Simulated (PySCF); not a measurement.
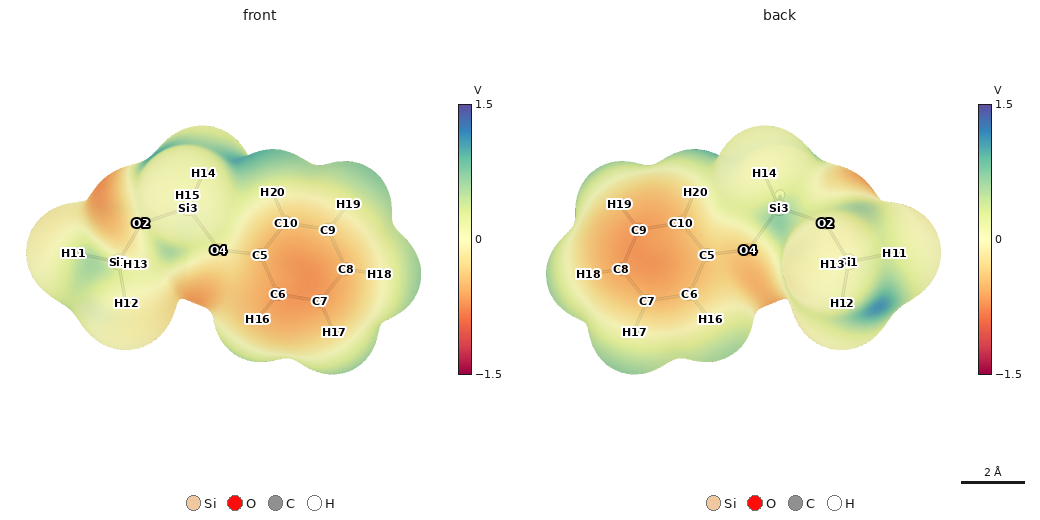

C$_{6}$H$_{10}$O$_{2}$Si$_{2}$ (SMILES [SiH3]O[SiH2]Oc1ccccc1). The molecular electrostatic potential painted on the density surface at 0.001 e/bohr³, seen from the front and from behind; red is negative and blue positive.

Geometry: PBE0-D3(BJ)/def2-SVP.

Method: PBE0/pcSseg-1, SCF density, gas phase, non-relativistic (PySCF 2.14.0).

```yaml
atoms:
  - { symbol: Si, position_ang: [2.9679, 0.1044, -0.1131] }
  - { symbol: O, position_ang: [2.0376, 1.4380, 0.2527] }
  - { symbol: Si, position_ang: [0.5065, 1.8277, 0.6949] }
  - { symbol: O, position_ang: [-0.4028, 0.4688, 0.3366] }
  - { symbol: C, position_ang: [-1.7228, 0.2241, 0.4943] }
  - { symbol: C, position_ang: [-2.2075, -1.0262, 0.0972] }
  - { symbol: C, position_ang: [-3.5584, -1.3241, 0.2402] }
  - { symbol: C, position_ang: [-4.4405, -0.3852, 0.7775] }
  - { symbol: C, position_ang: [-3.9546, 0.8592, 1.1720] }
  - { symbol: C, position_ang: [-2.6025, 1.1689, 1.0336] }
  - { symbol: H, position_ang: [4.3532, 0.5849, -0.3727] }
  - { symbol: H, position_ang: [2.4403, -0.5833, -1.3269] }
  - { symbol: H, position_ang: [2.9753, -0.8518, 1.0335] }
  - { symbol: H, position_ang: [0.4361, 2.1083, 2.1554] }
  - { symbol: H, position_ang: [0.0343, 2.9932, -0.0987] }
  - { symbol: H, position_ang: [-1.5035, -1.7477, -0.3215] }
  - { symbol: H, position_ang: [-3.9271, -2.3039, -0.0730] }
  - { symbol: H, position_ang: [-5.5003, -0.6235, 0.8878] }
  - { symbol: H, position_ang: [-4.6327, 1.6045, 1.5946] }
  - { symbol: H, position_ang: [-2.2331, 2.1494, 1.3473] }
```

Q: Describe the electrostatic potential map.

A: The most negative region (about −0.7 V, or −16 kcal/mol for a unit charge) lies over the C and O atoms, the most positive (about +1.0 V, or +23 kcal/mol for a unit charge) over Si1, Si3 and H20.

Q: What dipole moment does the calculation give?

A: Its dipole moment is 0.48 D.
